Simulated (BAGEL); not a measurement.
# C2H3BOS (SMILES BOC#CS): HF/3-21G (density fitting with qzvpp-jkfit)

Aim: the vertical ionisation energy of C2H3BOS at HF/3-21G (density fitting with qzvpp-jkfit), from 2 runs. 

The calculation is run with BAGEL 1.2.2.

1 further run of the same task is left out (set aside as unsound or not needed).

**1. The structure to begin with**

C2H3BOS has 8 atoms, charge 0, and is taken as a singlet. As SMILES, `BOC#CS`. The coordinates come from a PBE0-D4/def2-TZVP relaxation.

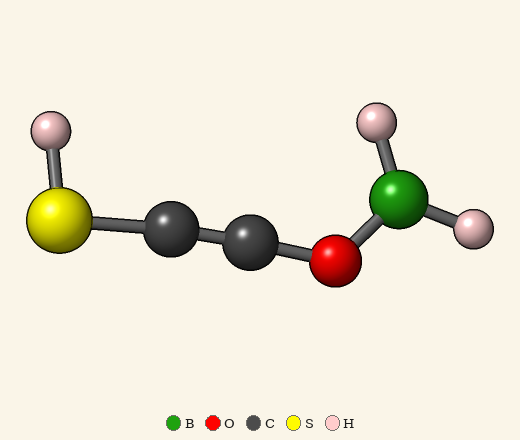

Viewed from a chosen angle; boron green, oxygen red, carbon dark grey, sulfur yellow, hydrogen pink.

**2. The energy at HF/3-21G (density fitting with qzvpp-jkfit)**

Contents of job.json:

```json
{ "bagel": [

{
  "title": "molecule",
  "basis": "3-21g",
  "df_basis": "qzvpp-jkfit",
  "angstrom": "true",
  "geometry": [
    { "atom": "B", "xyz": [       0.382200,       1.938700,       0.432500 ] },
    { "atom": "O", "xyz": [       1.034400,       0.847500,      -0.071300 ] },
    { "atom": "C", "xyz": [       0.497700,      -0.321200,      -0.242200 ] },
    { "atom": "C", "xyz": [       0.050900,      -1.422500,      -0.420400 ] },
    { "atom": "S", "xyz": [      -0.440200,      -3.000800,      -0.721700 ] },
    { "atom": "H", "xyz": [       1.041900,       2.925700,       0.515200 ] },
    { "atom": "H", "xyz": [      -0.764600,       1.844000,       0.748000 ] },
    { "atom": "H", "xyz": [      -1.710200,      -2.868500,      -0.295900 ] }
  ]
},

{ "title": "hf" },

{ "title": "print", "file": "orbitals.molden", "orbitals": "true" }

]}
```

The run is started by

```console
BAGEL_NUM_THREADS=1 BAGEL job.json > job.out
```

What it wrote:

```text
* using 1 threads per process

  ===============================================================
  ===============================================================

  *** Geometry ***

  { "atom" : "B", "xyz" : [      0.722253,      3.663612,      0.817307 ] },
  { "atom" : "O", "xyz" : [      1.954733,      1.601543,     -0.134737 ] },
  { "atom" : "C", "xyz" : [      0.940517,     -0.606980,     -0.457692 ] },
  { "atom" : "C", "xyz" : [      0.096187,     -2.688135,     -0.794441 ] },
  { "atom" : "S", "xyz" : [     -0.831857,     -5.670690,     -1.363815 ] },
  { "atom" : "H", "xyz" : [      1.968906,      5.528772,      0.973587 ] },
  { "atom" : "H", "xyz" : [     -1.444885,      3.484655,      1.413515 ] },
  { "atom" : "H", "xyz" : [     -3.231810,     -5.420679,     -0.559170 ] },

  Number of auxiliary basis functions:      484

  Since a DF basis is specified, we compute 2- and 3-index integrals:
    o Being stored without compression. Storage requirement is 0.012 GB

  Number of basis functions:       55
  Number of electrons      :       44

    * METHOD: MOLECULE                             0.19

  *** RHF ***

  === Nuclear Repulsion ===
   170.2345374974

      * DIIS with orbital gradients will be used.

  === RHF iteration (3-21g) ===
      0       -571.46156408          0.01516720           0.05
      1       -571.52699515          0.00701536           0.04
      2       -571.53628432          0.00194523           0.04
      3       -571.53739957          0.00034019           0.04
      4       -571.53744006          0.00016628           0.05
      5       -571.53744864          0.00004814           0.04
      6       -571.53744986          0.00002312           0.05
      7       -571.53745031          0.00001035           0.05
      8       -571.53745044          0.00000499           0.05
      9       -571.53745046          0.00000251           0.04
     10       -571.53745047          0.00000083           0.04
     11       -571.53745047          0.00000044           0.05
     12       -571.53745047          0.00000011           0.05
     13       -571.53745047          0.00000004           0.04
     14       -571.53745047          0.00000002           0.05
     15       -571.53745047          0.00000001           0.04
     16       -571.53745047          0.00000001           0.05
    * SCF iteration converged.

    * Permanent dipole moment:
           (    0.707361,    -0.408134,    -0.329958) a.u.

    * METHOD: HF                                   0.91

    * METHOD: PRINT                                0.01

  ===============================================================
```

It took 1.2 s on 1 thread of Arm Neoverse V1, shared host; peak memory 0.087 GiB.

**3. The doublet cation**

Contents of job.json:

```json
{ "bagel" : [

{
  "title" : "molecule",
  "basis" : "3-21g",
  "df_basis" : "qzvpp-jkfit",
  "angstrom" : "true",
  "geometry" : [
    { "atom" : "B", "xyz" : [       0.382200,       1.938700,       0.432500 ] },
    { "atom" : "O", "xyz" : [       1.034400,       0.847500,      -0.071300 ] },
    { "atom" : "C", "xyz" : [       0.497700,      -0.321200,      -0.242200 ] },
    { "atom" : "C", "xyz" : [       0.050900,      -1.422500,      -0.420400 ] },
    { "atom" : "S", "xyz" : [      -0.440200,      -3.000800,      -0.721700 ] },
    { "atom" : "H", "xyz" : [       1.041900,       2.925700,       0.515200 ] },
    { "atom" : "H", "xyz" : [      -0.764600,       1.844000,       0.748000 ] },
    { "atom" : "H", "xyz" : [      -1.710200,      -2.868500,      -0.295900 ] }
  ]
},

{
  "title" : "uhf",
  "charge" : 1,
  "nopen" : 1
},

{
  "title" : "print",
  "file" : "orbitals.molden",
  "orbitals" : "true"
}

]}
```

The run is started by

```console
BAGEL_NUM_THREADS=1 BAGEL job.json > job.out
```

What it wrote:

```text
* using 1 threads per process

  ===============================================================
  ===============================================================

  *** Geometry ***

  { "atom" : "B", "xyz" : [      0.722253,      3.663612,      0.817307 ] },
  { "atom" : "O", "xyz" : [      1.954733,      1.601543,     -0.134737 ] },
  { "atom" : "C", "xyz" : [      0.940517,     -0.606980,     -0.457692 ] },
  { "atom" : "C", "xyz" : [      0.096187,     -2.688135,     -0.794441 ] },
  { "atom" : "S", "xyz" : [     -0.831857,     -5.670690,     -1.363815 ] },
  { "atom" : "H", "xyz" : [      1.968906,      5.528772,      0.973587 ] },
  { "atom" : "H", "xyz" : [     -1.444885,      3.484655,      1.413515 ] },
  { "atom" : "H", "xyz" : [     -3.231810,     -5.420679,     -0.559170 ] },

  Number of auxiliary basis functions:      484

  Since a DF basis is specified, we compute 2- and 3-index integrals:
    o Being stored without compression. Storage requirement is 0.012 GB

  Number of basis functions:       55
  Number of electrons      :       44

    * METHOD: MOLECULE                             0.19

  *** Open-shell HF ***

  === Nuclear Repulsion ===
   170.2345374974

      * DIIS with orbital gradients will be used.

  === UHF iteration (3-21g) ===
      0       -571.13768159          0.03059961           0.09
      1       -571.21623237          0.01460292           0.09
      2       -571.22475075          0.00956952           0.09
      3       -571.22894033          0.00105940           0.09
      4       -571.22933913          0.00052251           0.09
      5       -571.22945394          0.00027367           0.09
      6       -571.22957352          0.00025098           0.09
      7       -571.22972827          0.00020281           0.09
      8       -571.22995456          0.00012356           0.09
      9       -571.23003326          0.00004502           0.09
     10       -571.23004063          0.00003402           0.09
     11       -571.23004960          0.00002004           0.09
     12       -571.23005297          0.00001381           0.09
     13       -571.23005608          0.00000721           0.09
     14       -571.23005667          0.00000439           0.09
     15       -571.23005705          0.00000345           0.09
     16       -571.23005754          0.00000216           0.09
     17       -571.23005792          0.00000107           0.09
     18       -571.23005802          0.00000063           0.09
     19       -571.23005803          0.00000034           0.09
     20       -571.23005803          0.00000017           0.09
     21       -571.23005803          0.00000005           0.09
     22       -571.23005803          0.00000003           0.09
     23       -571.23005803          0.00000003           0.09
     24       -571.23005803          0.00000003           0.09
     25       -571.23005803          0.00000002           0.09
     26       -571.23005803          0.00000002           0.09
     27       -571.23005803          0.00000001           0.09
     28       -571.23005803          0.00000001           0.09
    * SCF iteration converged.

    * S^2 (UHF) is 0.8031

    * Permanent dipole moment:
           (    1.192037,     0.874602,    -0.111848) a.u.

    * METHOD: UHF                                  2.77

    * METHOD: PRINT                                0.01

  ===============================================================
```

Wall time 3.3 s (1 thread of Arm Neoverse V1, shared host); peak memory 0.087 GiB.

**4. Outcome**

At HF/3-21G (density fitting with qzvpp-jkfit):

| quantity | value |
| --- | --- |
| singlet C2H3BOS: total energy | -571.53745 Eh |
| singlet C2H3BOS: dipole moment | 2.24 D |
| singlet C2H3BOS: HOMO energy | -9.23 eV |
| singlet C2H3BOS: LUMO energy | 2.72 eV |
| singlet C2H3BOS: HOMO–LUMO gap | 11.95 eV |
| doublet cation: total energy | -571.23006 Eh |
| doublet cation: ⟨S²⟩ | 0.803 |
| vertical ionisation energy (to the doublet cation) | 8.365 eV |

Removing an electron at fixed nuclei costs 8.36 eV (193 kcal/mol). −ε(HOMO) before ionisation, 9.23 eV, is 0.87 eV above this ionisation energy.
